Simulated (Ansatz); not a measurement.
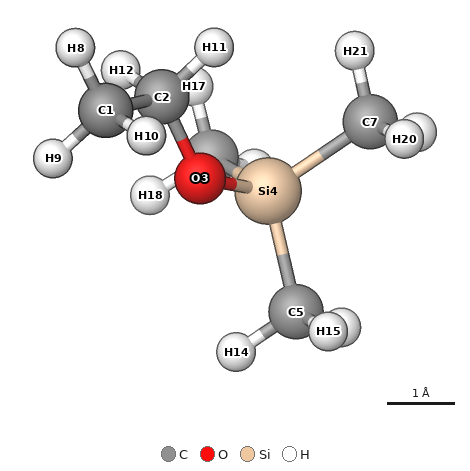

Fig. 1: The starting structure (ball-and-stick view, seen at a tilt; atoms are numbered from 1 in the order of the input).

**Molecular dynamics, with input and output: C5H14OSi**

The run: molecular dynamics of C5H14OSi, SMILES CCO[Si](C)(C)C. Method and program: RKS BLYP-d4/6-31G* (Ansatz 0.2.0).

The geometry comes from this level: PBE0-D4/def2-TZVP. Figures and captions count atoms from 1; the log counts them from 0 in places.

### Log
```
Functional definition: BLYP
  name "BLYP"
  cite "Becke, Phys. Rev. A 38, 3098 (1988) doi:10.1103/PhysRevA.38.3098"
  cite "Lee, Yang & Parr, Phys. Rev. B 37, 785 (1988) doi:10.1103/PhysRevB.37.785"
  parameter beta = 0.0042
  parameter a = 0.04918
  parameter b = 0.132
  parameter c = 0.2533
  parameter d = 0.349
  exchange = b88_x(beta = beta)
  correlation = lyp_c(a = a, b = b, c = c, d = d)
1800 factors; their error is unknown
mean field evaluation 1: about -15310.6133 eV, gradient 1.0e2 eV
mean field evaluation 2: about -15278.2858 eV, gradient 1.5e2 eV
mean field evaluation 4: about -15335.2171 eV, gradient 9.6e0 eV
mean field evaluation 8: about -15335.4043 eV, gradient 1.6e-1 eV
mean field evaluation 16: about -15335.2744 eV, gradient 6.9e-4 eV
mean field -15335.27443515 eV, -563.5609408692 hartree, gradient 3.4e-5 eV, S^2 0.000000; 0 other end points of the search recorded, 0 dependent functions left out
the calculation of the forces begins
reference -15335.27479703 eV, -563.5609541682 hartree; 33, 33 occupied and 104, 104 virtual orbitals, 1800 factors
md step     0: t =     0.00 fs  T =   666.7 K  F+E_penalty+E_count = -15336.28024614 eV  E_kin = 1.809640 eV  (30 SCF iters)
these checks for a lower state are left out or cut short: starts, cluster_reference, orbital_swaps, neighbouring_geometries, increment
1800 factors; their error is unknown
mean field -15335.25435394 eV, -563.5602028984 hartree, gradient 1.7e-5 eV, S^2 0.000000; 0 other end points of the search recorded, 0 dependent functions left out
the calculation of the forces begins
reference -15335.25471702 eV, -563.5602162414 hartree; 33, 33 occupied and 104, 104 virtual orbitals, 1800 factors
md step     1: t =     0.50 fs  T =   647.3 K  F+E_penalty+E_count = -15336.25950575 eV  E_kin = 1.757061 eV  (30 SCF iters, 3 dispersion substeps)
[... from here on the SCF iterations and repeated set-up lines of each step are left out, up to the last step ...]
md step     2: t =     1.00 fs  T =   598.7 K  F+E_penalty+E_count = -15336.16024207 eV  E_kin = 1.625152 eV  (29 SCF iters, 3 dispersion substeps)
md step     3: t =     1.50 fs  T =   550.1 K  F+E_penalty+E_count = -15336.01080075 eV  E_kin = 1.493229 eV  (30 SCF iters, 3 dispersion substeps)
md step     4: t =     2.00 fs  T =   503.4 K  F+E_penalty+E_count = -15335.84610446 eV  E_kin = 1.366362 eV  (29 SCF iters, 3 dispersion substeps)
md step     5: t =     2.50 fs  T =   456.9 K  F+E_penalty+E_count = -15335.69358597 eV  E_kin = 1.240228 eV  (30 SCF iters, 3 dispersion substeps)
md step     6: t =     3.00 fs  T =   402.9 K  F+E_penalty+E_count = -15335.56975462 eV  E_kin = 1.093530 eV  (30 SCF iters, 3 dispersion substeps)
md step     7: t =     3.50 fs  T =   360.4 K  F+E_penalty+E_count = -15335.48445714 eV  E_kin = 0.978336 eV  (29 SCF iters, 3 dispersion substeps)
md step     8: t =     4.00 fs  T =   346.3 K  F+E_penalty+E_count = -15335.43545605 eV  E_kin = 0.940061 eV  (30 SCF iters, 3 dispersion substeps)
md step     9: t =     4.50 fs  T =   351.7 K  F+E_penalty+E_count = -15335.41827115 eV  E_kin = 0.954721 eV  (30 SCF iters, 3 dispersion substeps)
md step    10: t =     5.00 fs  T =   379.2 K  F+E_penalty+E_count = -15335.42844584 eV  E_kin = 1.029209 eV  (30 SCF iters, 3 dispersion substeps)
md step    11: t =     5.50 fs  T =   397.7 K  F+E_penalty+E_count = -15335.45769103 eV  E_kin = 1.079412 eV  (30 SCF iters, 3 dispersion substeps)
md step    12: t =     6.00 fs  T =   404.4 K  F+E_penalty+E_count = -15335.48384919 eV  E_kin = 1.097649 eV  (30 SCF iters, 3 dispersion substeps)
md step    13: t =     6.50 fs  T =   419.4 K  F+E_penalty+E_count = -15335.48259414 eV  E_kin = 1.138474 eV  (29 SCF iters, 3 dispersion substeps)
md step    14: t =     7.00 fs  T =   399.1 K  F+E_penalty+E_count = -15335.43991439 eV  E_kin = 1.083247 eV  (30 SCF iters, 3 dispersion substeps)
md step    15: t =     7.50 fs  T =   373.4 K  F+E_penalty+E_count = -15335.36306151 eV  E_kin = 1.013465 eV  (30 SCF iters, 3 dispersion substeps)
md step    16: t =     8.00 fs  T =   362.5 K  F+E_penalty+E_count = -15335.27890375 eV  E_kin = 0.983991 eV  (31 SCF iters, 3 dispersion substeps)
md step    17: t =     8.50 fs  T =   350.5 K  F+E_penalty+E_count = -15335.22736545 eV  E_kin = 0.951315 eV  (30 SCF iters, 3 dispersion substeps)
md step    18: t =     9.00 fs  T =   357.0 K  F+E_penalty+E_count = -15335.23980487 eV  E_kin = 0.969027 eV  (31 SCF iters, 3 dispersion substeps)
md step    19: t =     9.50 fs  T =   398.9 K  F+E_penalty+E_count = -15335.31984187 eV  E_kin = 1.082851 eV  (30 SCF iters, 3 dispersion substeps)
md step    20: t =    10.00 fs  T =   450.0 K  F+E_penalty+E_count = -15335.44796499 eV  E_kin = 1.221569 eV  (31 SCF iters, 3 dispersion substeps)
md step    21: t =    10.50 fs  T =   490.1 K  F+E_penalty+E_count = -15335.58612193 eV  E_kin = 1.330265 eV  (30 SCF iters, 3 dispersion substeps)
md step    22: t =    11.00 fs  T =   514.7 K  F+E_penalty+E_count = -15335.68993812 eV  E_kin = 1.397086 eV  (29 SCF iters, 3 dispersion substeps)
md step    23: t =    11.50 fs  T =   564.2 K  F+E_penalty+E_count = -15335.73011496 eV  E_kin = 1.531452 eV  (30 SCF iters, 3 dispersion substeps)
md step    24: t =    12.00 fs  T =   541.1 K  F+E_penalty+E_count = -15335.69284289 eV  E_kin = 1.468717 eV  (30 SCF iters, 3 dispersion substeps)
md step    25: t =    12.50 fs  T =   499.6 K  F+E_penalty+E_count = -15335.58997628 eV  E_kin = 1.356103 eV  (30 SCF iters, 3 dispersion substeps)
md step    26: t =    13.00 fs  T =   476.4 K  F+E_penalty+E_count = -15335.45432140 eV  E_kin = 1.293101 eV  (30 SCF iters, 3 dispersion substeps)
md step    27: t =    13.50 fs  T =   452.8 K  F+E_penalty+E_count = -15335.31491124 eV  E_kin = 1.228978 eV  (31 SCF iters, 3 dispersion substeps)
md step    28: t =    14.00 fs  T =   433.9 K  F+E_penalty+E_count = -15335.20323368 eV  E_kin = 1.177849 eV  (30 SCF iters, 3 dispersion substeps)
md step    29: t =    14.50 fs  T =   402.7 K  F+E_penalty+E_count = -15335.14229539 eV  E_kin = 1.093225 eV  (31 SCF iters, 3 dispersion substeps)
these checks for a lower state are left out or cut short: starts, cluster_reference, orbital_swaps, neighbouring_geometries, increment
1800 factors; their error is unknown
mean field -15334.15118617 eV, -563.5196622306 hartree, gradient 2.6e-5 eV, S^2 0.000000; 0 other end points of the search recorded, 0 dependent functions left out
the calculation of the forces begins
reference -15334.15156191 eV, -563.5196760389 hartree; 33, 33 occupied and 104, 104 virtual orbitals, 1800 factors
1800 factors; their error is unknown
mean field evaluation 256: about -15271.8479 eV, gradient 1.6e2 eV
mean field -15334.15118617 eV, -563.5196622306 hartree, gradient 3.5e-5 eV, S^2 0.000000; 1 other end points of the search recorded, 0 dependent functions left out
the calculation of the forces begins
reference -15334.15156191 eV, -563.5196760389 hartree; 33, 33 occupied and 104, 104 virtual orbitals, 1800 factors
md step    30: t =    15.00 fs  T =   414.3 K  F+E_penalty+E_count = -15335.13034837 eV  E_kin = 1.124470 eV  (32 SCF iters, 3 dispersion substeps)
```

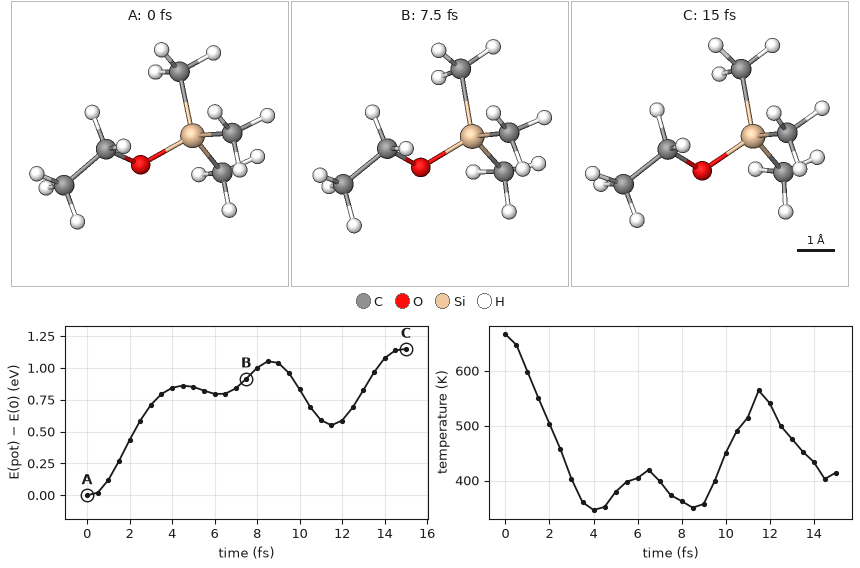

Fig. 2: Frames of the molecular dynamics (ball-and-stick, seen at a tilt) above the curves, on which the letters mark them. The trajectory kept here has 31 frames over 15 fs. The temperature starts at 667 K, ranges from 346 to 667 K and averages 443 K over the second half. The potential energy ends 1.150 eV above its first value. After an unweighted best fit of the last frame on the first, the root-mean-square displacement is 0.19 Å, and H13 has moved furthest (0.33 Å).

```
Total energy: -15335.13072412 eV, -563.5556595863 hartree
Atom 0 at     0.791659    -2.713607    -1.271192 Å, force    -0.771344    -3.142978     1.635245 eV/Å
Atom 1 at     0.714490    -1.672946    -0.150218 Å, force    -2.414383    -0.371501     0.216596 eV/Å
Atom 2 at     0.150237    -0.474205    -0.836233 Å, force    -0.109792    -0.242530     1.117062 eV/Å
Atom 3 at    -0.321042     0.847255     0.161738 Å, force     0.724666    -0.595874     0.620521 eV/Å
Atom 4 at    -1.134201     2.074740    -1.045046 Å, force    -1.690092     0.054158     0.186055 eV/Å
Atom 5 at    -1.593138     0.461862     1.598723 Å, force    -1.152329    -1.881588    -1.402666 eV/Å
Atom 6 at     1.320283     1.371189     0.943048 Å, force     1.371604     1.508573     2.398193 eV/Å
Atom 7 at     1.260542    -3.738826    -0.906968 Å, force    -0.206140     1.895669    -0.545678 eV/Å
Atom 8 at    -0.191657    -3.100378    -1.686011 Å, force     0.455917     0.952920     0.528059 eV/Å
Atom 9 at     1.324696    -2.278739    -2.068235 Å, force     1.123892     0.363889    -1.362691 eV/Å
Atom 10 at     1.690015    -1.519090     0.352256 Å, force    -0.078151     0.369015    -0.323811 eV/Å
Atom 11 at    -0.043232    -2.002126     0.677166 Å, force     1.127529     0.352694    -1.040309 eV/Å
Atom 12 at    -1.637697     3.040998    -0.673953 Å, force     1.254674    -0.914763    -0.198597 eV/Å
Atom 13 at    -2.059586     1.513881    -1.368501 Å, force     0.557447     0.042369    -0.021531 eV/Å
Atom 14 at    -0.545549     2.210030    -1.965073 Å, force     0.067779     0.335212     0.127127 eV/Å
Atom 15 at    -1.847529     1.252546     2.295219 Å, force    -0.055302     0.796834     0.000128 eV/Å
Atom 16 at    -1.391141    -0.416674     2.265582 Å, force     0.410311     0.311094    -0.501483 eV/Å
Atom 17 at    -2.568892     0.125315     1.047515 Å, force     1.127225     0.696623     0.825558 eV/Å
Atom 18 at     0.979356     2.274978     1.648441 Å, force     0.978827    -1.151817    -1.306157 eV/Å
Atom 19 at     2.131360     1.711140     0.229760 Å, force    -0.963671     0.177302     0.277854 eV/Å
Atom 20 at     1.986924     0.734795     1.691657 Å, force    -1.758665     0.444697    -1.229474 eV/Å
Dipole moment:    -0.049578     0.004302     0.184158 e Å
```

### Trajectory as extended XYZ (Å, eV, eV/Å), 5 of the 31 frames kept, from step=0 to step=30
```
21
Properties=species:S:1:pos:R:3:forces:R:3 step=0 time_fs=0.0 energy=-15336.28025 temperature=666.7
C     0.8749   -2.7212   -1.2560    0.0457  -0.1758  -0.1517
C     0.6458   -1.7009   -0.1677    0.1847  -0.2767   0.3701
O     0.0601   -0.5466   -0.7231   -0.1525  -0.0846  -0.9034
Si   -0.3170    0.8143    0.1392   -0.1099   0.4216   0.2976
C    -1.0637    1.9822   -1.1030   -0.0279   0.0506  -0.0334
C    -1.5401    0.4022    1.4937   -0.0499   0.0120   0.0461
C     1.2282    1.5437    0.9013    0.0403   0.0487   0.0267
H     1.3278   -3.6267   -0.8446    0.1489  -0.3077   0.1140
H    -0.0706   -2.9906   -1.7310   -0.3002  -0.0953  -0.1699
H     1.5393   -2.3180   -2.0230    0.2118   0.1188  -0.2628
H     1.6005   -1.4497    0.3155    0.3092   0.0566   0.1820
H    -0.0076   -2.1228    0.6087   -0.1873  -0.1498   0.2739
H    -1.3497    2.9264   -0.6319   -0.1023   0.3108   0.1174
H    -1.9568    1.5465   -1.5577   -0.2809  -0.1072  -0.1591
H    -0.3532    2.2043   -1.9028    0.1974   0.0892  -0.2621
H    -1.8352    1.3056    2.0351   -0.1179   0.2683   0.1945
H    -1.1171   -0.2929    2.2241    0.1001  -0.2211   0.2358
H    -2.4450   -0.0516    1.0812   -0.2928  -0.1460  -0.0988
H     0.9961    2.4725    1.4303   -0.0379   0.3013   0.1776
H     1.9737    1.7720    0.1351    0.2528   0.0796  -0.2154
H     1.6852    0.8620    1.6238    0.1686  -0.1934   0.2212
21
Properties=species:S:1:pos:R:3:forces:R:3 step=8 time_fs=4.0 energy=-15335.43546 temperature=346.3
C     0.8394   -2.7187   -1.2757    0.4140  -1.4075   0.6166
C     0.6477   -1.6767   -0.1709    0.5287  -1.7634   0.9421
O     0.1066   -0.5478   -0.7433   -1.5539   1.1913  -0.8831
Si   -0.3188    0.8135    0.1305    0.1695   0.6768   1.2385
C    -1.0851    2.0098   -1.0715   -0.6518   1.0081  -0.5924
C    -1.5597    0.4244    1.5520   -0.1356  -1.9218  -1.5294
C     1.2487    1.4851    0.9051    0.5872   0.9439   1.2125
H     1.4676   -3.6174   -0.8654   -1.7447   0.7605  -0.4329
H    -0.1719   -2.8960   -1.7501    0.8823  -0.6245   0.5020
H     1.5001   -2.4048   -2.0703    0.3049   0.9077  -0.5686
H     1.6238   -1.3876    0.2526    0.2108  -0.3650   0.4173
H    -0.0061   -2.1582    0.6671    0.7347   0.7698  -0.9172
H    -1.3867    3.0694   -0.7127    0.0049  -1.6923  -0.0915
H    -1.9290    1.4243   -1.5171   -0.1058   0.7246   0.2347
H    -0.4453    2.2324   -1.9343    0.4166  -0.1737  -0.1336
H    -1.9291    1.2882    2.0952    0.1416   0.3369   0.4458
H    -1.0770   -0.3836    2.2168   -0.9832   1.0283  -0.5496
H    -2.4730    0.0003    0.9729    1.0208   0.1736   1.1026
H     0.9763    2.4923    1.3916    0.1846  -1.2814   0.1160
H     1.9674    1.8646    0.1417    0.1419  -0.7778   0.1930
H     1.7276    0.7460    1.6875   -0.5675   1.4857  -1.3227
21
Properties=species:S:1:pos:R:3:forces:R:3 step=15 time_fs=7.5 energy=-15335.36306 temperature=373.4
C     0.8174   -2.7242   -1.2723    1.5860   1.9187  -1.7125
C     0.6530   -1.6690   -0.1588    2.1844  -0.6785  -0.7905
O     0.1295   -0.5324   -0.7684   -1.7278   1.0861  -0.3844
Si   -0.3200    0.8177    0.1319    0.6622   0.9523   1.5842
C    -1.1051    2.0488   -1.0443    0.8393  -1.5488  -1.9971
C    -1.5804    0.4361    1.5875    0.4702   0.7094  -1.2273
C     1.2734    1.4441    0.9218   -0.6424   2.0870  -1.9786
H     1.3913   -3.5415   -0.8880   -0.1990  -1.4389   0.3523
H    -0.1647   -2.8810   -1.7241   -0.1588  -0.7895   0.0787
H     1.5069   -2.3658   -2.1769   -1.2366  -0.0828   1.6782
H     1.6696   -1.3841    0.2599   -0.6561  -0.5401   0.0718
H     0.0354   -2.1261    0.6193   -0.3592   0.1765   0.4813
H    -1.4300    3.0321   -0.8095   -0.7948   0.9118   1.1054
H    -1.9146    1.3998   -1.4375   -0.4288   0.6066  -0.1078
H    -0.4837    2.2621   -1.9577    0.0618  -0.5195   0.4690
H    -1.9853    1.3025    2.1874    0.6829  -0.6121  -0.4014
H    -1.1490   -0.3640    2.1953   -0.2491  -0.0965   0.3967
H    -2.4037    0.0656    0.9800   -0.7588  -0.5525   0.2160
H     0.9783    2.3989    1.3680   -0.1203   0.1184   0.9008
H     2.0030    1.8424    0.1802    0.0100  -0.6901  -0.0774
H     1.7490    0.8021    1.6001    0.8348  -1.0174   1.3426
21
Properties=species:S:1:pos:R:3:forces:R:3 step=22 time_fs=11.0 energy=-15335.68994 temperature=514.7
C     0.8076   -2.7197   -1.2734    0.3186   0.7171  -0.1018
C     0.6846   -1.6716   -0.1487   -0.1604  -0.1727  -2.5503
O     0.1400   -0.5046   -0.7978   -1.0136   0.3639   0.3314
Si   -0.3204    0.8290    0.1446    0.7778   0.3569   1.3737
C    -1.1179    2.0665   -1.0389   -0.3877  -0.5235  -0.9950
C    -1.5924    0.4492    1.6013    0.9680  -0.2153  -1.0749
C     1.2937    1.4151    0.9322    0.0730  -0.1110  -0.4508
H     1.3018   -3.5950   -0.8916    0.2945  -0.9617   0.2295
H    -0.1620   -2.9715   -1.7034   -0.4417  -0.1704   0.1438
H     1.4020   -2.3391   -2.1185    0.1860   0.1858   0.1101
H     1.6452   -1.4435    0.2708    0.9427   0.1940   0.5375
H     0.0342   -2.0718    0.5906   -0.8942  -0.2725   1.2294
H    -1.5479    3.0533   -0.8016    0.1687  -0.1878   0.7459
H    -1.9720    1.4421   -1.3898   -0.0438   0.2989  -0.1792
H    -0.5138    2.2511   -1.9477    0.1695  -0.2291   0.1246
H    -1.9448    1.2582    2.2500    0.2326   0.3618  -0.0940
H    -1.2609   -0.3848    2.2300    0.1413  -0.1267   0.1489
H    -2.4302    0.0961    1.0248   -1.0996  -0.4039  -0.1650
H     0.9821    2.2923    1.4507   -0.1148   1.1910   1.0423
H     2.0557    1.7527    0.2416    0.2419   0.2653  -0.9072
H     1.8772    0.7910    1.6080   -0.3586  -0.5600   0.5011
21
Properties=species:S:1:pos:R:3:forces:R:3 step=30 time_fs=15.0 energy=-15335.13035 temperature=414.3
C     0.7917   -2.7136   -1.2712   -0.7713  -3.1430   1.6352
C     0.7145   -1.6729   -0.1502   -2.4144  -0.3715   0.2166
O     0.1502   -0.4742   -0.8362   -0.1098  -0.2425   1.1171
Si   -0.3210    0.8473    0.1617    0.7247  -0.5959   0.6205
C    -1.1342    2.0747   -1.0450   -1.6901   0.0542   0.1861
C    -1.5931    0.4619    1.5987   -1.1523  -1.8816  -1.4027
C     1.3203    1.3712    0.9430    1.3716   1.5086   2.3982
H     1.2605   -3.7388   -0.9070   -0.2061   1.8957  -0.5457
H    -0.1917   -3.1004   -1.6860    0.4559   0.9529   0.5281
H     1.3247   -2.2787   -2.0682    1.1239   0.3639  -1.3627
H     1.6900   -1.5191    0.3523   -0.0782   0.3690  -0.3238
H    -0.0432   -2.0021    0.6772    1.1275   0.3527  -1.0403
H    -1.6377    3.0410   -0.6740    1.2547  -0.9148  -0.1986
H    -2.0596    1.5139   -1.3685    0.5574   0.0424  -0.0215
H    -0.5455    2.2100   -1.9651    0.0678   0.3352   0.1271
H    -1.8475    1.2525    2.2952   -0.0553   0.7968   0.0001
H    -1.3911   -0.4167    2.2656    0.4103   0.3111  -0.5015
H    -2.5689    0.1253    1.0475    1.1272   0.6966   0.8256
H     0.9794    2.2750    1.6484    0.9788  -1.1518  -1.3062
H     2.1314    1.7111    0.2298   -0.9637   0.1773   0.2779
H     1.9869    0.7348    1.6917   -1.7587   0.4447  -1.2295
```

This output came from the following input.

### Input
```yaml
crystal:
  periodic: [false, false, false]
  atoms:
    - {symbol: C, position_ang: [0.874888, -2.721209, -1.256028]}
    - {symbol: C, position_ang: [0.645814, -1.700890, -0.167712]}
    - {symbol: O, position_ang: [0.060105, -0.546648, -0.723066]}
    - {symbol: Si, position_ang: [-0.316980, 0.814335, 0.139215]}
    - {symbol: C, position_ang: [-1.063750, 1.982154, -1.103000]}
    - {symbol: C, position_ang: [-1.540062, 0.402190, 1.493677]}
    - {symbol: C, position_ang: [1.228230, 1.543733, 0.901287]}
    - {symbol: H, position_ang: [1.327772, -3.626711, -0.844610]}
    - {symbol: H, position_ang: [-0.070641, -2.990551, -1.731001]}
    - {symbol: H, position_ang: [1.539262, -2.317998, -2.022972]}
    - {symbol: H, position_ang: [1.600492, -1.449676, 0.315476]}
    - {symbol: H, position_ang: [-0.007574, -2.122808, 0.608721]}
    - {symbol: H, position_ang: [-1.349669, 2.926442, -0.631905]}
    - {symbol: H, position_ang: [-1.956756, 1.546542, -1.557686]}
    - {symbol: H, position_ang: [-0.353176, 2.204332, -1.902814]}
    - {symbol: H, position_ang: [-1.835208, 1.305557, 2.035103]}
    - {symbol: H, position_ang: [-1.117074, -0.292868, 2.224132]}
    - {symbol: H, position_ang: [-2.444952, -0.051645, 1.081191]}
    - {symbol: H, position_ang: [0.996056, 2.472492, 1.430277]}
    - {symbol: H, position_ang: [1.973661, 1.772043, 0.135054]}
    - {symbol: H, position_ang: [1.685161, 0.861983, 1.623761]}
basis:
  gaussian: {orbitals: "6-31G*"}
hamiltonian: {xc: {name: BLYP}, dispersion: d4}
md: {timestep: 0.5 fs, n_steps: 30, ensemble: nvt_langevin, temperature: 700, initial_velocities: maxwell_boltzmann, friction: 0.01, seed: 93}
```

Run as:
```bash
ansatz run in.yaml --threads 2 --pin off --events-out ev --progress --plain --max-ram 32768MiB --backend cpu
```

### Results in brief

| quantity | value |
| --- | --- |
| outcome | finished |
| mean temperature over the second half | 443 K |
| trajectory | 30 steps, 15 fs |
| ensemble | nvt_langevin |
| temperature in the input | 700 K |
| time step | 0.5 fs |
| potential energy (last step) | −15335.1307 eV |
| mean-field energy (last step) | −15334.1516 eV |
| dispersion energy (last step) | −0.9792 eV |
| SCF solution under orbital rotations (last step) | stable |
| largest force (length of the vector) (last step) | 3.626 eV/Å |
| dipole moment (last step) | 0.92 D |
| hardware | 2 CPU threads, shared host |
| wall time | 97 s (CPU time 3.1 min) |
| peak memory | 0.97 GiB |

So short a trajectory is not equilibrated. The logged temperature at the start can lie below the typed one, since it is counted over all degrees of freedom. The temperature stays far from the 700 K of the thermostat over the second half: the run isn't equilibrated.
